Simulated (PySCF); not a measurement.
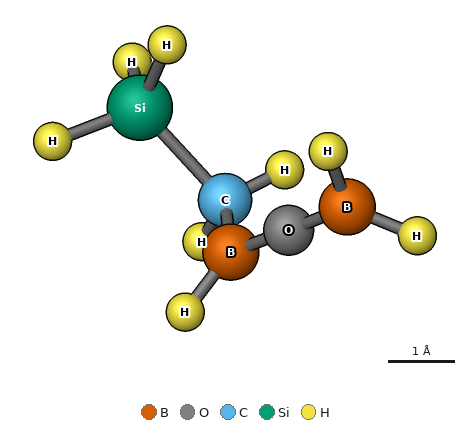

Figure 1. The structure as given in the input (ball-and-stick view, seen at a tilt).

**CH8B2OSi: geometry relaxation**

CH8B2OSi, SMILES BOBC[SiH3], computed with PBE0-D3(BJ)/def2-SVP geometry optimisation, gas phase (PySCF 2.14.0).

### The program's output
```
step   0  E = -456.86004013  max force = 0.028142
step   1  E = -456.86685700  max force = 0.006153
step   2  E = -456.86700403  max force = 0.001645
step   3  E = -456.86697469  max force = 0.002259
step   4  E = -456.86703710  max force = 0.000429
step   5  E = -456.86704149  max force = 0.000211
optimisation converged
```

### Trajectory as extended XYZ (Å, eV, eV/Å), 6 frames, from step=0 to step=5
```
13
Properties=species:S:1:pos:R:3:forces:R:3 step=0 energy=-12431.79491
B     2.5065    0.7986    0.5056   -0.0703   1.4022   0.5020
O     1.5131   -0.0420    0.4849    0.1397  -0.0592   0.0302
B     0.5020   -0.8781    0.4223   -0.6530  -0.4442  -0.4735
C    -0.5213   -0.7760   -0.7270   -1.4471  -0.5007   1.1334
Si   -2.0028    0.3372   -0.2072    0.9427  -0.5287   0.0789
H     3.5044    0.5690   -0.0331    1.2117  -0.4866  -0.6552
H     2.3489    1.8559    1.0550   -0.0424   0.2153   0.2117
H     0.4339   -1.6820    1.2801   -0.1780  -0.6068   0.6625
H    -0.1286   -0.3537   -1.6155    0.6544   0.7030  -1.3098
H    -0.9633   -1.7590   -0.9668    0.0081   0.0437   0.0618
H    -1.5352    1.7059    0.0591    0.1593   0.4284   0.0716
H    -2.9834    0.3716   -1.2738   -0.5927   0.0336  -0.6819
H    -2.6683   -0.1643    1.0061   -0.1323  -0.2000   0.3684
13
Properties=species:S:1:pos:R:3:forces:R:3 step=1 energy=-12431.98041
B     2.4743    1.1325    0.6509    0.2511  -0.1194  -0.1075
O     1.4679    0.2631    0.6172   -0.0647  -0.0095  -0.0643
B     0.4362   -0.5956    0.5559    0.0128  -0.0684   0.1538
C    -0.6381   -0.4903   -0.5664    0.1414   0.2866  -0.3164
Si   -2.0944    0.5907   -0.0183   -0.0182  -0.0210  -0.1066
H     3.5135    0.8485    0.0777   -0.1783   0.0472   0.0834
H     2.3330    2.1677    1.2544   -0.0315   0.0919   0.0381
H     0.3639   -1.4206    1.4470   -0.0022   0.0427  -0.0682
H    -0.2340   -0.0263   -1.4948   -0.1153  -0.1324   0.2945
H    -1.0558   -1.4763   -0.8148   -0.0492  -0.0843   0.0091
H    -1.6328    1.9844    0.2680    0.0053  -0.0232   0.0046
H    -3.1204    0.6468   -1.1110    0.0470  -0.0049   0.0765
H    -2.7359    0.0397    1.2136    0.0019  -0.0053   0.0029
13
Properties=species:S:1:pos:R:3:forces:R:3 step=2 energy=-12431.98441
B     2.4624    1.1339    0.6424    0.0512   0.0058  -0.0323
O     1.4596    0.2591    0.6180    0.0264  -0.0225   0.0471
B     0.4328   -0.6059    0.5688    0.0034   0.0519  -0.0226
C    -0.6299   -0.4888   -0.5643   -0.0272  -0.0131  -0.0846
Si   -2.0843    0.5904   -0.0198   -0.0035  -0.0122  -0.0134
H     3.4928    0.8553    0.0664   -0.0295   0.0036   0.0253
H     2.3114    2.1803    1.2328   -0.0081  -0.0017   0.0076
H     0.3575   -1.4298    1.4565    0.0085   0.0200  -0.0190
H    -0.2186   -0.0241   -1.4781   -0.0033  -0.0283   0.0606
H    -1.0529   -1.4739   -0.8200   -0.0140  -0.0016   0.0107
H    -1.6165    1.9773    0.2832    0.0016   0.0012   0.0059
H    -3.1043    0.6606   -1.1108   -0.0036  -0.0009   0.0103
H    -2.7327    0.0301    1.2045   -0.0019  -0.0022   0.0043
13
Properties=species:S:1:pos:R:3:forces:R:3 step=3 energy=-12431.98361
B     2.4847    1.1332    0.6545   -0.0663   0.0740   0.0350
O     1.4711    0.2706    0.6145   -0.0525   0.0113  -0.0758
B     0.4349   -0.5825    0.5530   -0.0021  -0.0524   0.0475
C    -0.6381   -0.4864   -0.5745    0.0086  -0.0396   0.0582
Si   -2.0965    0.5815   -0.0242    0.0068   0.0076   0.0469
H     3.5154    0.8463    0.0931    0.0589  -0.0231  -0.0222
H     2.3356    2.1807    1.2476    0.0057  -0.0414  -0.0137
H     0.3583   -1.4024    1.4410   -0.0129  -0.0323   0.0374
H    -0.2383   -0.0299   -1.4906    0.0428   0.0511  -0.1162
H    -1.0577   -1.4786   -0.8144    0.0388   0.0357   0.0275
H    -1.6370    1.9736    0.2658   -0.0028   0.0114   0.0030
H    -3.1314    0.6352   -1.0988   -0.0249  -0.0014  -0.0273
H    -2.7238    0.0231    1.2124    0.0000  -0.0009  -0.0004
13
Properties=species:S:1:pos:R:3:forces:R:3 step=4 energy=-12431.98531
B     2.4743    1.1362    0.6468    0.0039   0.0055   0.0221
O     1.4656    0.2678    0.6141   -0.0092  -0.0007  -0.0208
B     0.4340   -0.5912    0.5601    0.0007  -0.0005   0.0112
C    -0.6330   -0.4870   -0.5714   -0.0019   0.0029  -0.0115
Si   -2.0920    0.5833   -0.0220    0.0026  -0.0018   0.0074
H     3.5081    0.8495    0.0853    0.0035  -0.0015  -0.0062
H     2.3238    2.1820    1.2388   -0.0036  -0.0008  -0.0063
H     0.3571   -1.4112    1.4499   -0.0020  -0.0011   0.0048
H    -0.2271   -0.0272   -1.4875    0.0072   0.0032  -0.0079
H    -1.0523   -1.4766   -0.8162    0.0027  -0.0012   0.0075
H    -1.6322    1.9744    0.2749   -0.0016  -0.0003   0.0011
H    -3.1229    0.6427   -1.1027   -0.0034  -0.0016  -0.0012
H    -2.7262    0.0217    1.2096    0.0012  -0.0020  -0.0001
13
Properties=species:S:1:pos:R:3:forces:R:3 step=5 energy=-12431.98543
B     2.4746    1.1379    0.6473   -0.0002   0.0010  -0.0002
O     1.4654    0.2700    0.6135   -0.0029   0.0007  -0.0101
B     0.4340   -0.5891    0.5603    0.0010   0.0011   0.0082
C    -0.6315   -0.4864   -0.5727    0.0002   0.0043  -0.0108
Si   -2.0925    0.5806   -0.0218    0.0004  -0.0022   0.0035
H     3.5088    0.8494    0.0871    0.0029   0.0009   0.0021
H     2.3223    2.1859    1.2347   -0.0010   0.0000   0.0011
H     0.3558   -1.4076    1.4517   -0.0016   0.0018   0.0017
H    -0.2253   -0.0266   -1.4889    0.0016  -0.0007   0.0013
H    -1.0493   -1.4768   -0.8163    0.0004  -0.0029   0.0025
H    -1.6359    1.9726    0.2764   -0.0012  -0.0009   0.0002
H    -3.1249    0.6385   -1.1015   -0.0006  -0.0012   0.0006
H    -2.7242    0.0161    1.2098    0.0010  -0.0019  -0.0001
```

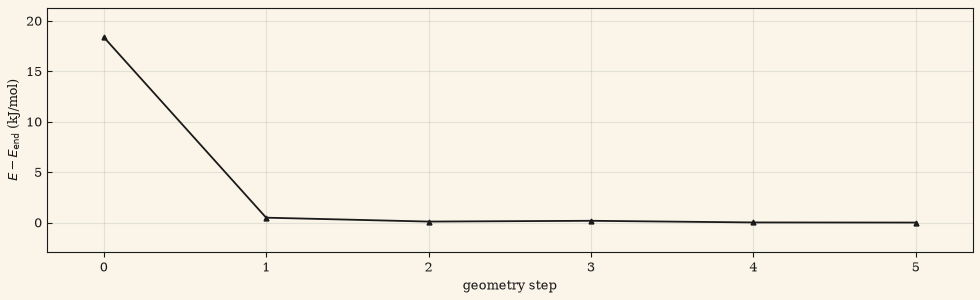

Figure 2. Progress of the relaxation, step by step (steps are counted from 0).

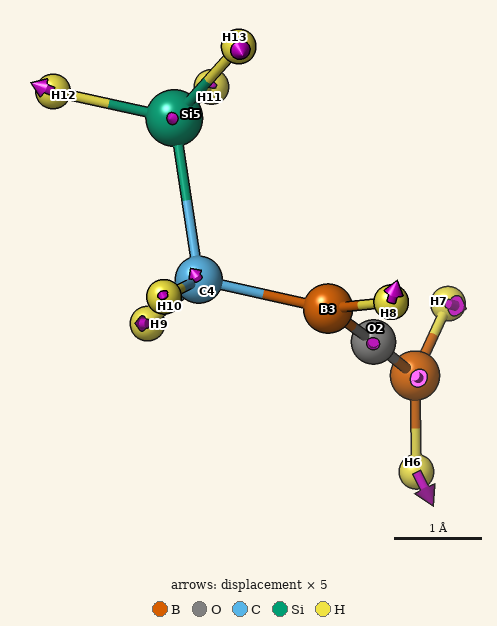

Figure 3. The starting structure with the displacements as pink arrows, magnified 5 times (ball-and-stick view, seen at a tilt). The two geometries are laid on each other by the best rigid fit. After 5 geometry steps the energy has fallen by 18.4 kJ/mol. Largest force component: 1.4 eV/Å at the start, 0.011 eV/Å at the end. The atom that moves furthest after the best rigid fit is H6 (0.092 Å). Largest moves by element: H 0.092 Å, B 0.055 Å, C 0.037 Å, O 0.028 Å, Si 0.026 Å. Distances before and after: B1–H6 1.157 → 1.211 Å, Si5–H12 1.449 → 1.495 Å, C4–H9 1.059 → 1.103 Å, B3–H8 1.178 → 1.213 Å. Among the angles that change: O2–B1–H6 121.5° → 118.7°, H6–B1–H7 120.0° → 122.5°. (Atoms are counted from 1 in the order of the input.)

This output came from the following input.

### Input file
```
{"job": {"xc": "PBE0", "basis": "def2-SVP", "d3": "d3bj", "grid": 1, "shake": 0.01, "kind": "geom"}, "charge": 0, "multiplicity": 1}
B      2.506450     0.798640     0.505590
O      1.513140    -0.042030     0.484940
B      0.502010    -0.878120     0.422340
C     -0.521350    -0.775960    -0.726970
Si    -2.002760     0.337160    -0.207240
H      3.504370     0.568980    -0.033140
H      2.348900     1.855930     1.054960
H      0.433900    -1.681980     1.280140
H     -0.128610    -0.353700    -1.615530
H     -0.963310    -1.758950    -0.966780
H     -1.535200     1.705860     0.059130
H     -2.983450     0.371610    -1.273850
H     -2.668270    -0.164310     1.006080
```

The first line tells a small driver script what to run in PySCF; the rest is the geometry in Å.

Launch command:
```bash
OMP_NUM_THREADS=1 python <driver script> task.json out
```

### Summary

```tsv
quantity	value
outcome	converged
total energy	−456.867041 hartree
dipole moment	0.89 D
point group	C1
hardware	1 CPU thread, shared host
wall time	21 s
peak memory	0.47 GiB
```
